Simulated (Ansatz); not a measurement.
# Molecular dynamics of ZnH12Cl2O6 (part 2 of 2)

Continued. System: ZnH12Cl2O6 (disordered cell, 21 atoms in the cell). Method: DFT PBE-D3(BJ), scalar-relativistic, plane waves, PAW, no spin polarisation (Ansatz 0.2.0); cutoff 420 eV, 1×1×1 k-mesh, Fermi–Dirac smearing of 0.05 eV. It belongs to a series of runs on one base structure; here: dynamics from the start.

Geometry of the input (Å; fractional positions):
```
6.4681  0.0000  0.0000
0.0000  6.4681  0.0000
0.0000  0.0000  6.4681
O  0.9057  0.4217  1.0013
H  0.9462  0.5511  0.9351
H  1.0139  0.3230  0.9621
O  0.4541  0.2811  0.9128
H  0.5866  0.2883  0.8389
H  0.4854  0.3537  1.0442
O  0.2704  0.8527  0.3647
H  0.1860  0.7259  0.3418
H  0.3712  0.8479  0.2446
O  0.5092  0.6605  0.6675
H  0.4187  0.7435  0.5729
H  0.4193  0.5474  0.7144
O  0.5529  0.8684  0.0579
H  0.5276  1.0115  0.0142
H  0.5424  0.7908  -0.0729
O  0.6628  0.3606  0.3587
H  0.7783  0.3990  0.2661
H  0.6439  0.4786  0.4536
Zn 0.2133  0.3174  0.3856
Cl 0.0279  0.9273  0.8040
Cl 0.8362  1.0809  0.6042
```

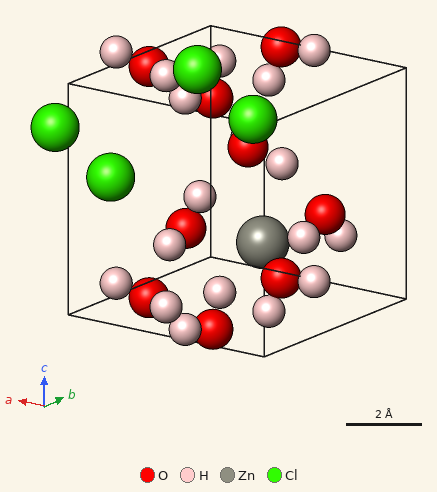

*The geometry at step 167 of the log (spheres-only view of the cell of the calculation, seen at an oblique angle).*

```
SCF converged after 8 iterations
Free energy (F): -9075.569585 eV
Harris-Foulkes:  -9075.569585 eV  (|F-HF|=2.64e-9)
Internal energy: -9075.569585 eV  (E = F + TS)
E sigma→0 (E₀):  -9075.569585 eV
Fermi energy:    0.353369 eV
--- Per-component energies (eV) ---
  E_band       = -578.471078
  E_kinetic    = 1665.766804
  E_local      = -6478.789976  (includes V_loc(G=0)·N_el)
  E_nonlocal   = 980.235671
  E_hartree    = 2428.228052
  E_xc         = -893.470147
  E_vxc        = -987.922649  (∫ρ·V_xc dr)
  E_paw        = -4102.813041  (= ΣΔE_a)
  E_vpaw       = -614.219216  (= ΣTr[D̂ρ^β])
  E_aug_tail   = 0.000179  (compensation charges beyond the density's cutoff)
  E_ewald      = -2673.539617
  E_disp       = -1.187510  (pairwise vdW)
  E_smearing   = -0.000000  (= −TS)
  E_closure    = -0.000000  (closes the sum)
  Σ components = -9075.569585   (vs F -9075.569585, Δ=0.00e0)
--- Forces (eV/Å), atoms counted from 1 ---
  atom   1  O      0.50238496    -0.62634727     0.13041476
  atom   2  H     -0.03113761     0.47046419    -0.14944337
  atom   3  H     -0.47423973     0.13426168    -0.02025515
  atom   4  O      1.03844027     0.33592352    -1.10310585
  atom   5  H     -0.44463258    -0.84425293    -0.17246876
  atom   6  H     -0.61604552     0.20090063     1.32551880
  atom   7  O      0.76031890    -0.44051426     1.10559444
  atom   8  H     -0.66000334     0.31464742    -0.50779401
  atom   9  H     -0.08589463    -0.22290968    -0.43067940
  atom  10  O      1.32780594     1.24266922    -0.05748182
  atom  11  H     -0.71430816     0.09928766    -0.32520772
  atom  12  H     -0.69345180    -0.81351513     0.38512717
  atom  13  O     -0.15997306     0.94056833     1.73283133
  atom  14  H      0.43650441     0.28463330    -0.30988827
  atom  15  H     -0.35028657    -0.94929975    -1.51513957
  atom  16  O      0.83188648     0.75686344     0.07195606
  atom  17  H     -0.52024716    -0.38887849     0.03666761
  atom  18  H     -0.40034410    -0.64120452    -0.02433886
  atom  19  Zn     0.09030331     0.09534630    -0.01133219
  atom  20  Cl     0.63235134    -0.41426353     0.45046749
  atom  21  Cl    -0.46944688     0.46564018    -0.61144149
  max |Σ_I F_I| component: 2.03e-5 eV/Å
--- MD trajectory: 300 steps, t = 0.0 → 150.0 fs ---
  final state: T = 325.8 K   F+E_penalty+E_count = -9075.56958541 eV   E_kin = 0.884279 eV
```

## Trajectory as extended XYZ (Å, eV, eV/Å), 10 of the 301 frames kept, from step=0 to step=300
```
21
Lattice="6.4681 0.0000 0.0000 0.0000 6.4681 0.0000 0.0000 0.0000 6.4681" Properties=species:S:1:pos:R:3:forces:R:3 step=0 time_fs=0.0 energy=-9076.04252 temperature=285.7
O     5.8584    2.7278    6.4768    0.2956  -0.0495  -0.1302
H     6.1201    3.5644    6.0480   -0.1196  -0.0120   0.0448
H     6.5577    2.0890    6.2227   -0.2220   0.1910   0.1021
O     2.9372    1.8183    5.9042    0.1942   0.2786   0.2084
H     3.7939    1.8646    5.4258   -0.0807  -0.0600   0.1446
H     3.1394    2.2880    6.7537   -0.0979  -0.2536  -0.2874
O     1.7492    5.5155    2.3592   -0.0063  -0.4926  -0.3768
H     1.2033    4.6954    2.2108    0.1330   0.3903   0.1515
H     2.4009    5.4842    1.5823   -0.0914   0.0783   0.2501
O     3.2937    4.2721    4.3174   -0.2894  -0.1114  -0.0320
H     2.7082    4.8088    3.7053    0.2053  -0.0410   0.0017
H     2.7118    3.5408    4.6208    0.1419   0.0699   0.0006
O     3.5759    5.6167    0.3742   -0.0918   0.0118   0.0613
H     3.4126    6.5426    0.0920   -0.0502   0.0362  -0.0095
H     3.5082    5.1153   -0.4715    0.0046  -0.0060  -0.0863
O     4.2870    2.3325    2.3200    0.0363   0.0249   0.1478
H     5.0340    2.5808    1.7210    0.0629  -0.0515  -0.0771
H     4.1645    3.0954    2.9341   -0.0187   0.0015   0.0147
Zn    1.3797    2.0532    2.4941    0.0276  -0.0840  -0.0094
Cl    0.1804    5.9981    5.2005   -0.0927   0.0207  -0.0435
Cl    5.4086    6.9911    3.9080    0.0591   0.0585  -0.0756
21
Lattice="6.4681 0.0000 0.0000 0.0000 6.4681 0.0000 0.0000 0.0000 6.4681" Properties=species:S:1:pos:R:3:forces:R:3 step=33 time_fs=16.5 energy=-9075.77141 temperature=174.3
O     5.9402    2.6529    6.4941    0.3567  -0.7156  -0.7605
H     5.8653    3.5829    6.3082   -0.2660   1.3588   0.0876
H     6.3828    2.3607    5.6608   -0.0749  -0.3303   0.5597
O     2.8815    1.8203    5.9302    1.2367   0.4322   0.1941
H     3.8320    2.0021    5.6527   -0.9854  -0.3733   0.3077
H     2.9142    2.1185    6.8827   -0.1362  -0.1504  -0.4426
O     1.7751    5.4631    2.3719    0.3199   0.1150  -0.3062
H     1.2391    4.6540    2.2695   -0.3942  -0.2680   0.0444
H     2.3337    5.4561    1.5243    0.0876   0.0120   0.4528
O     3.3480    4.2268    4.3973    0.8783   1.3067  -1.1461
H     2.7631    4.6657    3.7079    0.2784   0.0411   0.3332
H     2.8304    3.5461    4.7938   -1.0771  -1.3802   0.6279
O     3.5249    5.5879    0.3835   -0.0461   0.7277  -0.8255
H     3.3087    6.4801   -0.0255    0.1826  -0.6227   0.4722
H     3.6582    5.0458   -0.4392   -0.3005   0.1538   0.2222
O     4.3050    2.2732    2.2617   -0.0933  -0.6017  -0.2761
H     5.1297    2.3915    1.7474    0.2737  -0.1849  -0.3771
H     4.2689    3.0529    2.8229   -0.2578   0.7234   0.7748
Zn    1.3990    2.0383    2.4742    0.0165  -0.1126   0.0417
Cl    0.1461    6.1109    5.1959    0.3359  -0.4584   0.3415
Cl    5.3904    7.0006    3.8794   -0.3348   0.3275  -0.3255
21
Lattice="6.4681 0.0000 0.0000 0.0000 6.4681 0.0000 0.0000 0.0000 6.4681" Properties=species:S:1:pos:R:3:forces:R:3 step=67 time_fs=33.5 energy=-9075.65499 temperature=183.2
O     5.9684    2.6064    6.4384    0.0564  -0.8082   0.2761
H     5.6448    3.4993    6.3974   -0.3561   1.1800  -0.2047
H     6.5565    2.5028    5.6754    0.1588  -0.0375  -0.1648
O     2.9055    1.8035    5.9458    1.8253   0.0816   0.4846
H     3.9223    1.8695    5.9510   -1.2625  -0.0243  -0.4756
H     2.7783    2.1384    6.8672   -0.3993  -0.0112  -0.0471
O     1.8373    5.4018    2.3998    0.1003   0.9551   1.6591
H     1.1057    4.7931    2.3344   -0.6868  -0.6888  -0.2932
H     2.3961    5.3610    1.6021    0.5660  -0.1169  -1.1252
O     3.3885    4.1498    4.3946   -0.2104   2.5112  -1.6281
H     2.8147    4.7890    3.7793    1.0411  -1.2573   0.8373
H     2.7889    3.4450    4.5927   -0.8906  -1.3492   0.4570
O     3.4351    5.6077    0.3378   -0.0912   1.4962   0.4768
H     3.2785    6.5609    0.0348    0.0538  -1.0378   0.3316
H     3.2557    5.0969   -0.4595    0.1270  -0.5933  -0.8983
O     4.3121    2.2704    2.2106   -0.1084   0.5594   0.4243
H     5.2373    2.3315    1.8470   -0.2934   0.1338   0.1760
H     4.1483    3.0561    2.8181    0.3898  -0.6730  -0.3834
Zn    1.4273    1.9869    2.4550   -0.0004  -0.1211   0.0759
Cl    0.1766    6.1918    5.1886    0.2569  -0.4340   0.2605
Cl    5.3720    7.0142    3.8654   -0.2762   0.2352  -0.2387
21
Lattice="6.4681 0.0000 0.0000 0.0000 6.4681 0.0000 0.0000 0.0000 6.4681" Properties=species:S:1:pos:R:3:forces:R:3 step=100 time_fs=50.0 energy=-9075.59341 temperature=207.4
O     5.9230    2.6182    6.4210   -0.6319  -0.5474   1.0599
H     5.4476    3.3907    6.1257   -0.0603   0.9522  -0.4803
H     6.7083    2.5180    5.8907    0.6660   0.0104  -0.6564
O     2.9632    1.7591    6.0512   -0.8865  -0.5773  -1.4655
H     3.8904    1.9103    5.8682    1.1130  -0.0902  -0.1043
H     2.8279    2.1874    6.8908   -0.1498   0.5549   1.3835
O     1.8963    5.3851    2.4309    0.5302   0.2453  -0.2764
H     1.2168    4.8382    1.9918    0.0314   0.0387   0.0661
H     2.5900    5.5453    1.6936   -0.6556  -0.4303   0.2091
O     3.3587    4.0618    4.3938    0.6911  -1.9319   1.2770
H     2.8646    4.4578    3.6796   -1.1808   1.0935  -1.1334
H     2.9033    3.1848    4.5699    0.3523   0.9198   0.0106
O     3.4300    5.6187    0.2870    0.4100  -1.2873   0.3209
H     3.1664    6.4790   -0.0595   -0.0898   0.6749  -0.5526
H     3.4574    4.9635   -0.4638   -0.2781   0.7382   0.1575
O     4.3066    2.3176    2.2066   -0.9480  -0.2551   0.3092
H     5.1736    2.3804    1.7631    0.4601   0.3857  -0.0906
H     4.1077    3.0973    2.7798    0.6826  -0.2056  -0.1031
Zn    1.4508    1.9870    2.4488   -0.0926  -0.1606   0.1168
Cl    0.2136    6.2111    5.2307   -0.3021  -0.1109  -0.3624
Cl    5.3503    6.9919    3.8634    0.3388  -0.0172   0.3143
21
Lattice="6.4681 0.0000 0.0000 0.0000 6.4681 0.0000 0.0000 0.0000 6.4681" Properties=species:S:1:pos:R:3:forces:R:3 step=133 time_fs=66.5 energy=-9075.48385 temperature=213.9
O     5.8462    2.6793    6.4269   -0.3903   1.0016  -0.6311
H     5.4876    3.4469    5.9033    0.3540  -0.6238   0.4278
H     6.7802    2.6170    6.1609   -0.0257  -0.1255   0.0890
O     3.0222    1.8147    6.1290   -1.2013   0.2955   0.7811
H     3.9400    1.5541    6.0834    1.3012   0.0520  -0.3451
H     2.9370    2.0697    7.1026    0.0161  -0.0872  -0.7242
O     1.9231    5.3979    2.3786    0.9028   0.5262   0.4288
H     1.2111    4.9460    1.9335   -0.8545  -0.4491  -0.3757
H     2.6366    5.4505    1.6612   -0.4052  -0.1277   0.1795
O     3.3608    3.9413    4.3028   -1.7885  -0.2376   0.8347
H     2.5566    4.3739    3.8343    1.3609  -0.3017   0.2175
H     2.9388    3.2343    4.9001    0.7601   0.5822  -0.8263
O     3.4331    5.6077    0.2241    0.2310  -0.1860   0.2746
H     3.1597    6.4793   -0.1432   -0.1266  -0.5235  -0.1973
H     3.4872    4.9337   -0.4946   -0.1853   0.5972  -0.2564
O     4.3085    2.3888    2.2029    1.3247  -1.2152  -2.4156
H     5.0549    2.5088    1.4839   -1.0868  -0.3094   1.1537
H     4.4819    3.0763    2.8272   -0.1607   1.2645   1.3545
Zn    1.4875    2.0161    2.4374   -0.0445  -0.0549   0.1577
Cl    0.2261    6.2024    5.2558    0.0273  -0.2258  -0.0563
Cl    5.4163    6.9864    3.8908   -0.0088   0.1481  -0.0709
21
Lattice="6.4681 0.0000 0.0000 0.0000 6.4681 0.0000 0.0000 0.0000 6.4681" Properties=species:S:1:pos:R:3:forces:R:3 step=167 time_fs=83.5 energy=-9075.72236 temperature=266.6
O     5.8013    2.7566    6.3781    0.6032   0.8394  -0.2280
H     5.8702    3.6225    5.8920    0.0349  -0.7409   0.4890
H     6.7200    2.5238    6.6740   -0.5610   0.1669  -0.3095
O     3.0556    1.8755    6.2161    0.9566   0.2241   0.0556
H     4.0396    1.9729    6.0090   -1.0140  -0.2740   0.2505
H     3.0445    2.1719    7.1770    0.0585  -0.1769  -0.6791
O     1.9060    5.3969    2.2877    0.7025   0.3916   0.7916
H     1.1080    5.0109    1.9418   -0.9327  -0.4064  -0.3052
H     2.5638    5.3291    1.5425    0.0984  -0.0054  -0.2240
O     3.3593    3.8911    4.2879   -1.1849   0.8338  -0.1771
H     2.6174    4.4182    3.8220    1.1105  -0.6220   0.2144
H     2.8932    3.2056    4.8239    0.1802   0.0272   0.0227
O     3.5087    5.6016    0.1627   -0.7503   1.6941   0.8236
H     3.0616    6.4865   -0.0759    0.9829  -1.0430   0.1360
H     3.5288    5.0738   -0.6370   -0.0761  -0.5624  -0.9972
O     4.3321    2.4066    2.2035    0.4890  -0.2659  -0.2088
H     5.0490    2.6546    1.5546   -0.2894  -0.0991   0.1573
H     4.3510    3.0687    2.9226   -0.3171   0.1879   0.2402
Zn    1.5183    2.0316    2.4214   -0.1137  -0.0801   0.1031
Cl    0.2552    6.2200    5.2579    0.1340  -0.2622   0.0550
Cl    5.4604    7.0074    3.8985   -0.1115   0.1733  -0.2101
21
Lattice="6.4681 0.0000 0.0000 0.0000 6.4681 0.0000 0.0000 0.0000 6.4681" Properties=species:S:1:pos:R:3:forces:R:3 step=200 time_fs=100.0 energy=-9075.35949 temperature=197.7
O     5.8165    2.8476    6.3254    0.9833   0.6765   0.1919
H     6.2484    3.6998    6.0309   -0.5020  -1.0294   0.3168
H     6.5045    2.3522    6.8471   -0.3228   0.4987  -0.5662
O     3.1285    1.8822    6.2429   -0.6469  -0.4027  -1.1303
H     4.0695    1.8845    5.9805    0.2142   0.5378   0.3436
H     3.0749    2.3044    7.1222    0.5829  -0.0774   0.1614
O     1.9063    5.3872    2.2211   -0.4701  -0.2845   0.4416
H     1.0326    4.9119    2.1622    1.0892   0.4599  -0.4281
H     2.4484    5.3614    1.3691   -0.4327  -0.1339  -0.0230
O     3.3461    3.9248    4.3579    0.8612   0.3906  -0.0662
H     2.8468    4.2720    3.6060   -0.9515   0.7159  -0.3496
H     2.8376    3.2303    4.7971   -0.3063  -0.5848   0.3575
O     3.6015    5.6050    0.0875   -0.5084   1.1690  -0.9677
H     3.4440    6.5555   -0.2344    0.0266  -0.9958   1.0340
H     3.4789    5.1299   -0.7759    0.1935  -0.3775   0.4125
O     4.3663    2.4337    2.2222   -1.8916   0.2776   1.7407
H     5.0559    2.9360    1.8048    1.1653   0.6679  -1.0185
H     3.9315    3.1149    2.8522    1.0248  -1.2484  -0.4065
Zn    1.5205    2.0162    2.3979   -0.2459  -0.2340   0.0773
Cl    0.2750    6.2208    5.2477    0.3743  -0.2782   0.2180
Cl    5.4686    7.0103    3.9275   -0.2372   0.2528  -0.3392
21
Lattice="6.4681 0.0000 0.0000 0.0000 6.4681 0.0000 0.0000 0.0000 6.4681" Properties=species:S:1:pos:R:3:forces:R:3 step=233 time_fs=116.5 energy=-9075.56720 temperature=216.4
O     5.8386    2.9957    6.3114    0.6155   0.7826  -0.0455
H     6.4048    3.7783    6.1018   -0.7721  -0.2642  -0.0651
H     6.5220    2.3483    6.5478    0.0638  -0.4506   0.1813
O     3.2000    1.8507    6.1742   -0.9361  -0.2915   0.1097
H     4.0884    2.1324    5.9585    1.2606   0.2911  -0.2931
H     3.2018    1.9714    7.1523   -0.1774   0.2014   0.0718
O     1.8796    5.3774    2.1710   -0.8417  -0.2402  -0.4847
H     0.9780    5.0488    1.9195    0.7371   0.2956   0.3342
H     2.3841    5.3942    1.3034    0.2191  -0.0992   0.3571
O     3.3346    3.9146    4.3414   -0.3157  -0.1792   0.5852
H     2.6298    4.4257    3.8734    0.1491  -0.4278  -0.1066
H     2.9293    3.2152    4.9416    0.0754   0.7760  -0.5343
O     3.6929    5.6387    0.0700    0.2126  -3.1998  -0.1961
H     3.5404    6.5430   -0.0830   -0.3875   2.5337  -0.6747
H     3.6903    5.1848   -0.8355   -0.0802   0.3567   1.0614
O     4.3667    2.4804    2.2543    0.0917  -1.1837  -0.9374
H     4.8736    3.0430    1.6379    0.2699   0.1137  -0.0063
H     4.2652    2.9275    3.0966   -0.3128   0.9915   0.7927
Zn    1.4902    1.9988    2.3799   -0.1287   0.0266   0.0476
Cl    0.2819    6.2286    5.2539    0.1029   0.0082  -0.1099
Cl    5.4356    6.9940    3.9168    0.1542  -0.0410  -0.0874
21
Lattice="6.4681 0.0000 0.0000 0.0000 6.4681 0.0000 0.0000 0.0000 6.4681" Properties=species:S:1:pos:R:3:forces:R:3 step=267 time_fs=133.5 energy=-9075.51905 temperature=263.3
O     5.8861    3.0986    6.3368   -0.7309   0.5360  -0.0397
H     6.2656    3.9501    6.0359   -0.1447  -0.2542  -0.0058
H     6.6149    2.5051    6.5397    0.6479  -0.2864   0.1328
O     3.2454    1.8303    6.1412    2.4017   0.9955   0.8932
H     4.2153    2.2050    5.9650   -2.0868  -0.8065   0.1776
H     3.2463    1.9396    7.1556   -0.1966  -0.0405  -1.0490
O     1.8255    5.3583    2.1755   -0.9050  -0.1329  -0.0174
H     1.0087    5.3933    1.6224    0.4319  -0.0785   0.6380
H     2.5307    5.2557    1.5024    0.5600   0.3044  -0.4758
O     3.3162    3.8744    4.3380   -1.3202   0.5401  -0.3379
H     2.6176    4.2601    3.7180    0.6355  -0.0791   0.6690
H     2.7962    3.3562    5.0079    0.4572  -0.1812  -0.4485
O     3.7675    5.6337    0.1929    0.0773  -0.8403   0.5367
H     3.7336    6.5676   -0.0966   -0.2903   0.0196  -0.3751
H     3.7627    5.0390   -0.5885   -0.0486   0.5534  -0.1156
O     4.3751    2.4824    2.2593    0.5618   0.1984  -1.1402
H     4.9080    2.9936    1.5554   -0.6177  -0.4991   1.2430
H     4.0446    3.0740    2.9848    0.3602   0.0464  -0.0969
Zn    1.4408    2.0075    2.3594   -0.0780   0.0067  -0.0029
Cl    0.2385    6.2363    5.2216    0.7330  -0.3594   0.4615
Cl    5.4234    7.0147    3.9361   -0.4480   0.3576  -0.6469
21
Lattice="6.4681 0.0000 0.0000 0.0000 6.4681 0.0000 0.0000 0.0000 6.4681" Properties=species:S:1:pos:R:3:forces:R:3 step=300 time_fs=150.0 energy=-9075.56958 temperature=325.8
O     5.8292    3.2076    6.3971    0.5024  -0.6263   0.1304
H     5.9914    4.0479    5.9459   -0.0311   0.4705  -0.1494
H     6.7132    2.7716    6.4272   -0.4742   0.1343  -0.0203
O     3.3026    1.8402    6.1524    1.0384   0.3359  -1.1031
H     4.1974    2.2554    5.9456   -0.4446  -0.8443  -0.1725
H     3.1969    2.3293    6.9702   -0.6160   0.2009   1.3255
O     1.7877    5.2871    2.1963    0.7603  -0.4405   1.1056
H     0.9223    5.5205    1.8769   -0.6600   0.3146  -0.5078
H     2.4963    5.5030    1.5452   -0.0859  -0.2229  -0.4307
O     3.2656    3.8536    4.3458    1.3278   1.2427  -0.0575
H     2.6659    4.3536    3.7763   -0.7143   0.0993  -0.3252
H     2.8590    3.0789    4.7308   -0.6935  -0.8135   0.3851
O     3.8408    5.5822    0.3600   -0.1600   0.9406   1.7328
H     3.4716    6.4677    0.1558    0.4365   0.2846  -0.3099
H     3.7643    5.0874   -0.4396   -0.3503  -0.9493  -1.5151
O     4.3627    2.4578    2.2652    0.8319   0.7569   0.0720
H     5.1631    2.7544    1.7395   -0.5202  -0.3889   0.0367
H     4.2915    3.1946    2.9361   -0.4003  -0.6412  -0.0243
Zn    1.3675    2.0370    2.3308    0.0903   0.0953  -0.0113
Cl    0.1912    6.2398    5.2302    0.6324  -0.4143   0.4505
Cl    5.4019    7.0521    3.9262   -0.4694   0.4656  -0.6114
```

## Summary

```tsv
quantity	value
outcome	finished
mean temperature over the second half	249 K
trajectory	300 steps, 150 fs
ensemble	nvt_langevin
temperature in the input	300.0 K
time step	0.5 fs
electrons treated	74
potential energy (free energy of the electrons) (last step)	−9075.5696 eV
Fermi energy (last step)	0.353 eV
largest force (length of the vector) (last step)	1.978 eV/Å
wall time	3.6 min
peak memory	0.48 GiB
```

The input asks for low accuracy. The k-point mesh is coarse for a cell of this size, so the results may not be converged. So short a trajectory is not equilibrated. The logged temperature at the start can lie below the typed one, since it is counted over all degrees of freedom.
